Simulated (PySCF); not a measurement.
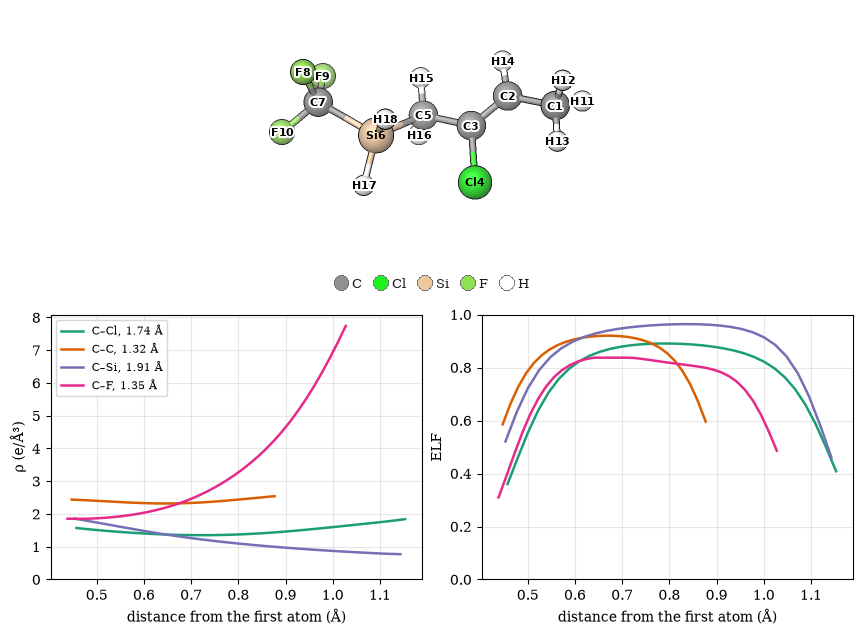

Figure. C5H8ClF3Si (SMILES C/C=C(\Cl)C[SiH2]C(F)(F)F). Electron density and electron localisation function along straight lines between neighbouring atoms. The curves leave out the atomic cores. The structure is drawn too.

Geometry: GFN2-xTB.

Theory: PBE0/pcSseg-1, SCF density, gas phase, non-relativistic (PySCF).

| atom | x (Å) | y (Å) | z (Å) |
| --- | --- | --- | --- |
| C | 3.4208 | -0.1773 | -0.0877 |
| C | 2.0506 | 0.3829 | 0.0793 |
| C | 1.0083 | 0.1782 | -0.7101 |
| Cl | 1.1153 | -0.8491 | -2.1112 |
| C | -0.3672 | 0.7202 | -0.5177 |
| Si | -1.6484 | -0.6746 | -0.7275 |
| C | -3.2896 | -0.0138 | 0.1097 |
| F | -3.6497 | -0.7499 | 1.1802 |
| F | -3.2040 | 1.2601 | 0.5497 |
| F | -4.3412 | -0.0439 | -0.7321 |
| H | 4.1459 | 0.6309 | -0.1754 |
| H | 3.6880 | -0.7672 | 0.7883 |
| H | 3.4839 | -0.8057 | -0.9707 |
| H | 1.9065 | 1.0242 | 0.9382 |
| H | -0.4362 | 1.2056 | 0.4569 |
| H | -0.5580 | 1.4921 | -1.2698 |
| H | -2.0313 | -0.9353 | -2.1120 |
| H | -1.3023 | -1.8709 | 0.0354 |

### Compare the contacts.

C–Cl (1.74 Å): ρ is about 1.4 e/Å³ halfway; the ELF peaks at about 0.90 between the atoms; a covalent bond.
C–C (1.32 Å): ρ at the midpoint is about 2.3 e/Å³; the ELF peaks at about 0.90 between the atoms; a short, multiple covalent bond.
C–Si (1.91 Å): ρ is about 0.92 e/Å³ halfway; the ELF peaks at about 0.95 between the atoms; a covalent bond.
C–F (1.35 Å): ρ at the midpoint is about 2.3 e/Å³, with its minimum of 1.9 e/Å³ about 0.5 Å from C; the ELF peaks at about 0.85 between the atoms; a shared but strongly polarised pair.
